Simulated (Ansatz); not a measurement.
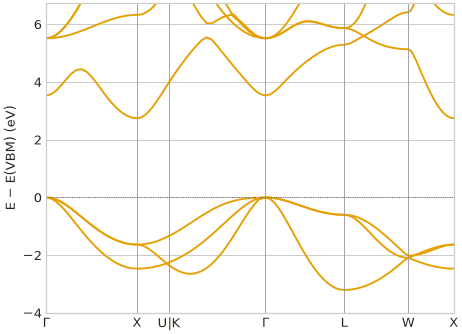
Figure. Band structure from LDA (plane waves, PAW; program Ansatz)

### Question
Read off the gap and where the band edges lie.

### Answer
About 2.7 eV (2.74 eV by a search for the band edges); maximum at Γ, minimum at X.

The material is Li$_{2}$Se (anti-fluorite, Fm-3m).

The cell was relaxed with LDA under the symmetry of its start. Spin–orbit coupling is left out wherever it is not named.

Potentials: the later of the program's two PAW sets.
